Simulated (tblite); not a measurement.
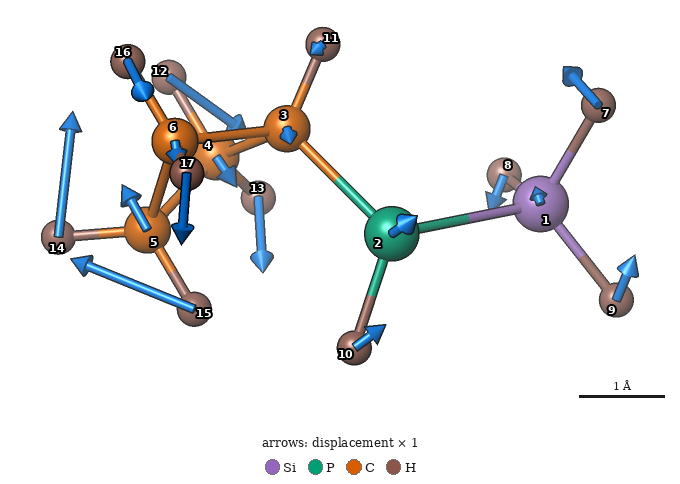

This is a relaxation of C₄H₁₁PSi. The starting structure is drawn; blue arrows show the displacements, at their true length. The two geometries are superimposed by the best rigid fit.

Style: ball-and-stick. Shown from a free direction.

Theory: GFN2-xTB geometry optimisation, gas phase in tblite 0.8.0. 

Which element moves most?

Answer. Hydrogen: up to 1.67 Å, against 0.66 Å for carbon.

Describe the change and its energy.

Answer. The atom that moves furthest after the best rigid fit is H15 (1.67 Å). Largest moves by element: H 1.67 Å, C 0.66 Å, P 0.50 Å, Si 0.25 Å. Near-neighbour distances that change, for instance: C4–H12 1.134 → 1.088 Å, P2–H10 1.429 → 1.392 Å, C4–C5 1.509 → 1.535 Å, Si1–H8 1.488 → 1.467 Å. Among the angles between lasting bonds that change: C3–P2–H10 115.1° → 95.8°, Si1–P2–H10 112.4° → 96.2°, H16–C6–H17 118.4° → 108.9°. Groups turn about C4–C5 by about 55°, C3–C4 by about 55°, C5–C6 by about 55°. The energy falls by 25.1 kcal/mol in 146 geometry steps.
